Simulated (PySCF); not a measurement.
**CH4ClGaOS (SMILES C[O][Ga]([SH])[Cl]) at 6 levels**

We compute a comparison of 6 runs (HF/def2-SVP, B3LYP/6-31G*, PBE0/def2-SVP, r2SCAN/def2-SVP, SVWN5/def2-TZVP, MP2/def2-SVP) of CH4ClGaOS. The job is set up through a Python script.

Program for the calculation: PySCF 2.14.0.

**1. The system as given**

CH4ClGaOS has 9 atoms, charge 0, and is taken as a singlet. SMILES: `C[O][Ga]([SH])[Cl]`. Geometry: a GFN2-xTB relaxation, a rough one for these elements and not checked as a minimum. This is one conformer, not always the lowest.

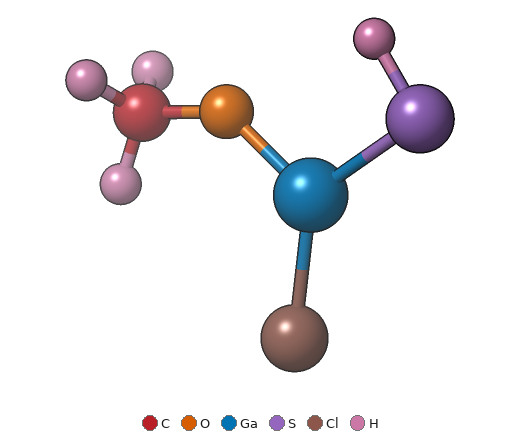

The structure, seen from a chosen angle (carbon red, oxygen orange, gallium blue, sulfur purple, chlorine brown, hydrogen pink).

**2. Energy and forces at HF/def2-SVP (run 1)**

The input, job.py:

```python
# C[O][Ga]([SH])[Cl]
from pyscf import gto

system = gto.M(
    atom='''
C    1.109670   0.920700   0.677400
O    0.211980  -0.119100   0.335280
Ga  -1.013630  -0.416650  -0.910990
S   -1.876460  -2.419870  -0.552930
Cl  -1.406120   1.034170  -2.374780
H    0.928360   1.209650   1.715270
H    2.133380   0.552670   0.577260
H    0.984450   1.798800   0.037700
H   -1.071630  -2.560380   0.495790
''',
    max_memory=1860,
    verbose=4,
    basis='def2-svp',
)

mf = system.RHF()
mf.conv_tol = 1e-10
mf.kernel()
if not mf.converged:
    mf = mf.newton().run(mf.mo_coeff, mf.mo_occ)

energy = mf.e_tot
print(f'total energy: {energy:.8f} hartree')
grad = mf.nuc_grad_method().kernel()
mf.analyze()
```

The run is started by

```bash
OMP_NUM_THREADS=1 python job.py
```

Standard output:

```text
PySCF version 2.14.0

[... 79 lines left out ...]
Total Energy =                       -2894.851254610267006
[... 12 lines left out ...]
MO #6   energy= -42.5430825778657  occ= 2
[... 10 lines left out ...]
MO #17  energy= -6.64384281478746  occ= 2
[... 10 lines left out ...]
MO #28  energy= -1.08095077823089  occ= 2
[... 10 lines left out ...]
MO #39  energy= -0.444376669691082 occ= 2
[... 10 lines left out ...]
MO #50  energy= 0.293031774013586  occ= 0
[... 10 lines left out ...]
MO #61  energy= 0.665975415661884  occ= 0
[... 10 lines left out ...]
MO #72  energy= 0.99338686409251   occ= 0
[... 10 lines left out ...]
MO #83  energy= 1.29568878354205   occ= 0
[... 10 lines left out ...]
MO #94  energy= 1.87340654858876   occ= 0
[... 10 lines left out ...]
MO #105 energy= 2.5384716173258    occ= 0
[... 10 lines left out ...]
MO #116 energy= 3.76092250996504   occ= 0
[... 89 lines left out ...]
pop of  4 Cl 3pz          1.77499
pop of  4 Cl 4px          0.00040
pop of  4 Cl 4py          0.00038
pop of  4 Cl 4pz          0.00035
pop of  4 Cl 3dxy         0.00129
pop of  4 Cl 3dyz         0.00541
pop of  4 Cl 3dz^2        0.00187
pop of  4 Cl 3dxz         0.00118
pop of  4 Cl 3dx2-y2      0.00176
pop of  5 H 1s            0.90699
pop of  5 H 2s            0.00910
pop of  5 H 2px           0.00016
pop of  5 H 2py           0.00018
pop of  5 H 2pz           0.00182
pop of  6 H 1s            0.90851
pop of  6 H 2s            0.00903
pop of  6 H 2px           0.00169
pop of  6 H 2py           0.00042
pop of  6 H 2pz           0.00006
pop of  7 H 1s            0.92321
pop of  7 H 2s            0.00840
pop of  7 H 2px           0.00012
pop of  7 H 2py           0.00139
pop of  7 H 2pz           0.00073
pop of  8 H 1s            0.88510
pop of  8 H 2s            0.00938
pop of  8 H 2px           0.00261
pop of  8 H 2py           0.00056
pop of  8 H 2pz           0.00424
 ** Mulliken atomic charges  **
charge of    0C =      0.02627
charge of    1O =     -0.67178
charge of    2Ga =      0.86841
charge of    3S =     -0.26397
charge of    4Cl =     -0.28523
charge of    5H =      0.08174
charge of    6H =      0.08029
charge of    7H =      0.06615
charge of    8H =      0.09811
Dipole moment(X, Y, Z, Debye):  1.02725,  0.73368,  0.70685
```

It took 16 s on 1 thread of Intel Xeon at 2.70GHz, shared host; peak memory 0.29 GiB.

**3. Energy and gradient at B3LYP/6-31G(d) (spherical functions) (run 2)**

The input, run.py:

```python
# C[O][Ga]([SH])[Cl]
import pyscf.grad
from pyscf import gto, dft

molecule = gto.M(
    atom=[
    ('C', (1.109670, 0.920700, 0.677400)),
    ('O', (0.211980, -0.119100, 0.335280)),
    ('Ga', (-1.013630, -0.416650, -0.910990)),
    ('S', (-1.876460, -2.419870, -0.552930)),
    ('Cl', (-1.406120, 1.034170, -2.374780)),
    ('H', (0.928360, 1.209650, 1.715270)),
    ('H', (2.133380, 0.552670, 0.577260)),
    ('H', (0.984450, 1.798800, 0.037700)),
    ('H', (-1.071630, -2.560380, 0.495790)),
],
    basis='6-31g*',
    max_memory=1860,
    verbose=3,
)

calc0 = dft.RKS(molecule, xc='b3lyp')
calc0.grids.level = 5
calc0.conv_tol = 1e-10
calc0.kernel()
if not calc0.converged:
    calc0 = calc0.newton().run(calc0.mo_coeff, calc0.mo_occ)

energy = calc0.e_tot
print('Final energy', energy)
grad = calc0.Gradients().kernel()
calc0.analyze()
```

The run is started by

```bash
OMP_NUM_THREADS=1 python run.py
```

Standard output:

```text
converged SCF energy = -2898.84088903427
[... 14 lines left out ...]
MO #5   energy= -40.7498393835819  occ= 2
[... 8 lines left out ...]
MO #14  energy= -7.216285740787    occ= 2
[... 8 lines left out ...]
MO #23  energy= -0.898773056195035 occ= 2
[... 8 lines left out ...]
MO #32  energy= -0.448420320214455 occ= 2
[... 8 lines left out ...]
MO #41  energy= -0.271398019910593 occ= 2
[... 8 lines left out ...]
MO #50  energy= 0.169108201006399  occ= 0
[... 8 lines left out ...]
MO #59  energy= 0.386884363038757  occ= 0
[... 8 lines left out ...]
MO #68  energy= 0.609633127930945  occ= 0
[... 8 lines left out ...]
MO #77  energy= 0.881113108130514  occ= 0
[... 8 lines left out ...]
MO #86  energy= 1.18537640958115   occ= 0
[... 8 lines left out ...]
MO #95  energy= 2.16316635667545   occ= 0
[... 8 lines left out ...]
MO #104 energy= 3.12478062312543   occ= 0
[... 10 lines left out ...]
Dipole moment(X, Y, Z, Debye):  1.18310,  0.47121,  1.07446
```

It took 65 s on 1 thread of Intel Xeon at 2.70GHz, shared host; peak memory 1 GiB.

Runs 3 to 5 aren't shown in full; the table further down has their settings and results.

**4. Energy and forces at MP2/def2-SVP (run 6)**

The input, calc.py:

```python
import pyscf.grad
from pyscf import gto, mp

molecule = gto.M(
    atom='''
C    1.109670   0.920700   0.677400
O    0.211980  -0.119100   0.335280
Ga  -1.013630  -0.416650  -0.910990
S   -1.876460  -2.419870  -0.552930
Cl  -1.406120   1.034170  -2.374780
H    0.928360   1.209650   1.715270
H    2.133380   0.552670   0.577260
H    0.984450   1.798800   0.037700
H   -1.071630  -2.560380   0.495790
''',
    max_memory=1860,
    basis='def2-svp',
    verbose=4,
)

myscf = molecule.RHF()
myscf.conv_tol = 1e-10
myscf.kernel()
if not myscf.converged:
    myscf = myscf.newton().run(myscf.mo_coeff, myscf.mo_occ)

pt = mp.MP2(myscf, frozen=21).run()
e_final = pt.e_tot
print(f'total energy: {e_final:.8f} hartree')
grad = pt.Gradients().kernel()
myscf.analyze()
```

The run is started by

```bash
OMP_NUM_THREADS=1 python calc.py
```

Standard output:

```text
PySCF version 2.14.0

[... 84 lines left out ...]
Total Energy =                       -2894.851254610267006
[... 12 lines left out ...]
MO #6   energy= -42.5430825778657  occ= 2
[... 10 lines left out ...]
MO #17  energy= -6.64384281478746  occ= 2
[... 10 lines left out ...]
MO #28  energy= -1.08095077823089  occ= 2
[... 10 lines left out ...]
MO #39  energy= -0.444376669691082 occ= 2
[... 10 lines left out ...]
MO #50  energy= 0.293031774013586  occ= 0
[... 10 lines left out ...]
MO #61  energy= 0.665975415661884  occ= 0
[... 10 lines left out ...]
MO #72  energy= 0.99338686409251   occ= 0
[... 10 lines left out ...]
MO #83  energy= 1.29568878354205   occ= 0
[... 10 lines left out ...]
MO #94  energy= 1.87340654858876   occ= 0
[... 10 lines left out ...]
MO #105 energy= 2.5384716173258    occ= 0
[... 10 lines left out ...]
MO #116 energy= 3.76092250996504   occ= 0
[... 89 lines left out ...]
pop of  4 Cl 3pz          1.77499
pop of  4 Cl 4px          0.00040
pop of  4 Cl 4py          0.00038
pop of  4 Cl 4pz          0.00035
pop of  4 Cl 3dxy         0.00129
pop of  4 Cl 3dyz         0.00541
pop of  4 Cl 3dz^2        0.00187
pop of  4 Cl 3dxz         0.00118
pop of  4 Cl 3dx2-y2      0.00176
pop of  5 H 1s            0.90699
pop of  5 H 2s            0.00910
pop of  5 H 2px           0.00016
pop of  5 H 2py           0.00018
pop of  5 H 2pz           0.00182
pop of  6 H 1s            0.90851
pop of  6 H 2s            0.00903
pop of  6 H 2px           0.00169
pop of  6 H 2py           0.00042
pop of  6 H 2pz           0.00006
pop of  7 H 1s            0.92321
pop of  7 H 2s            0.00840
pop of  7 H 2px           0.00012
pop of  7 H 2py           0.00139
pop of  7 H 2pz           0.00073
pop of  8 H 1s            0.88510
pop of  8 H 2s            0.00938
pop of  8 H 2px           0.00261
pop of  8 H 2py           0.00056
pop of  8 H 2pz           0.00424
 ** Mulliken atomic charges  **
charge of    0C =      0.02627
charge of    1O =     -0.67178
charge of    2Ga =      0.86841
charge of    3S =     -0.26397
charge of    4Cl =     -0.28523
charge of    5H =      0.08174
charge of    6H =      0.08029
charge of    7H =      0.06615
charge of    8H =      0.09811
Dipole moment(X, Y, Z, Debye):  1.02725,  0.73368,  0.70685
```

It took 49 s on 1 thread of Intel Xeon at 2.70GHz, shared host; peak memory 1.7 GiB.

**5. Overview of the runs**

```tsv
run	level	integration grid	frozen core orbitals	energy (Eh)	dipole moment (D) of the reference	HOMO energy (eV)	LUMO energy (eV)	wall time
1	HF/def2-SVP	–	–	-2894.851255	1.45	-10.54	2.46	16 s
2	B3LYP/6-31G* (spherical functions)	5	–	-2898.840889	1.67	-7.39	-1.55	65 s
3	PBE0/def2-SVP	5	–	-2897.816987	1.47	-7.60	-1.00	64 s
4	r2SCAN/def2-SVP	5	–	-2898.365739	1.57	-6.58	-1.69	89 s
5	SVWN5/def2-TZVP	5	–	-2892.395338	1.41	-6.56	-2.43	4.1 min
6	MP2/def2-SVP	–	21	-2895.646440	1.45	-10.54	2.46	49 s
```

**6. What came out**

```
                                           quantity           value
                                run 6: total energy  -2895.64644 Eh
        run 6: dipole moment (Hartree–Fock density)          1.45 D
         run 6: HOMO energy (Hartree–Fock orbitals)       -10.54 eV
         run 6: LUMO energy (Hartree–Fock orbitals)         2.46 eV
       run 6: HOMO–LUMO gap (Hartree–Fock orbitals)        13.00 eV
run 6: correlation energy (21 core orbitals frozen)      -795.2 mEh
                    run 6: largest force on an atom      1.177 eV/Å
```

What this shows: Over runs 1, 2, 3, 4, 5 the dipole moment (its size) runs from 1.41 D (SVWN5/def2-TZVP) to 1.67 D (B3LYP/6-31G*). The two ends differ in method and basis. Over runs 1, 2, 3, 4, 5 the HOMO–LUMO gap runs from 4.13 eV (SVWN5/def2-TZVP) to 13.00 eV (HF/def2-SVP). Totals of different functionals can't be ranked against each other. All runs together took 8.9 min, the longest 4.1 min.
